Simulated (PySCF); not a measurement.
System: C$_{7}$H$_{13}$NOSi.

Input

```
{"job": {"kind": "nmr", "xc": "PBE0", "basis": "pcSseg-1"}, "charge": 0, "multiplicity": 1}
C      4.292493     0.729465    -0.089755
N      3.386105     1.524291     0.282467
C      2.044839     1.234705     0.123202
C      1.154277     2.120041     0.572535
O      1.728809     0.062552    -0.475588
Si     0.367824    -0.589531    -1.087448
C     -1.029360    -0.787304     0.186749
C     -2.178447     0.243442     0.106853
C     -3.074574    -0.825156    -0.529281
C     -2.044726    -1.896608    -0.154112
H      4.116264    -0.240692    -0.556521
H      5.317399     1.032459     0.067088
H      1.498125     3.021211     1.041532
H      0.098007     1.952038     0.484057
H     -0.107172     0.222524    -2.211801
H      0.910995    -1.880702    -1.495432
H     -0.610898    -0.884330     1.192033
H     -2.002676     1.128280    -0.504438
H     -2.530726     0.562801     1.087194
H     -4.065862    -0.940666    -0.093940
H     -3.174871    -0.700172    -1.605860
H     -2.342204    -2.482489     0.714258
H     -1.758374    -2.579174    -0.951963
```

Launched as:

```sh
OMP_NUM_THREADS=1 python probes_run.py task.json out
```

Geometry: GFN2-xTB.

These are results of PBE0/pcSseg-1, SCF density, gas phase, non-relativistic in PySCF, not measurements.

Question: What will maps of the electron density and electron localisation function show?

Answer: C–N (1.26 Å): ρ is about 2.8 e/Å³ halfway; the ELF peaks at about 0.90 between the atoms: a short, multiple covalent bond.
C–C (1.33 Å): ρ is about 2.3 e/Å³ halfway; the ELF peaks at about 0.95 between the atoms; a short, multiple covalent bond.
C–O (1.35 Å): ρ is about 2.3 e/Å³ halfway, with its minimum of 1.9 e/Å³ about 0.5 Å from C; the ELF peaks at about 0.90 between the atoms, as expected for a polar covalent bond.
Si–O (1.63 Å): the density is about 1.1 e/Å³ at the midpoint; the ELF peaks at about 0.85 between the atoms (a shared but strongly polarised pair).

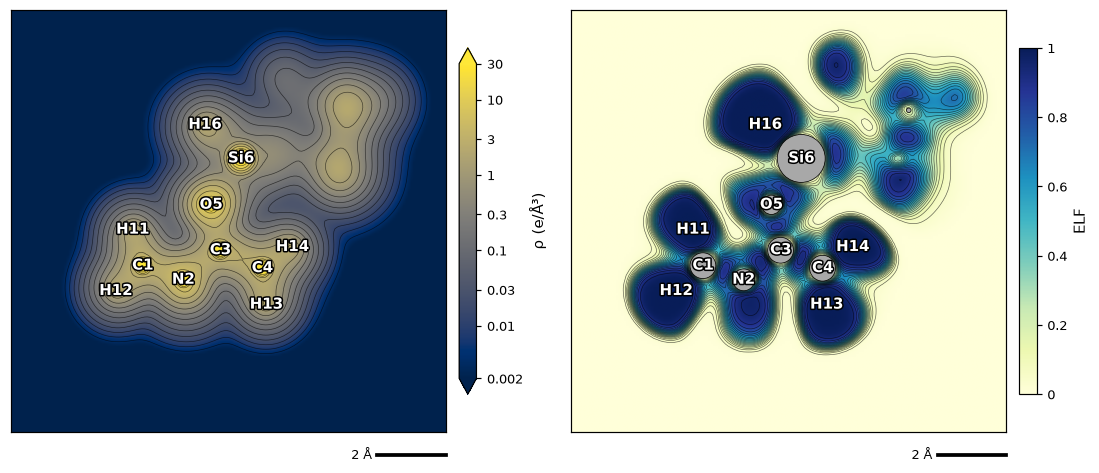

Computed electron density and electron localisation function on the plane of atoms H13, C4 and H14, in this order. Grey discs cover the atomic cores in the ELF map. 
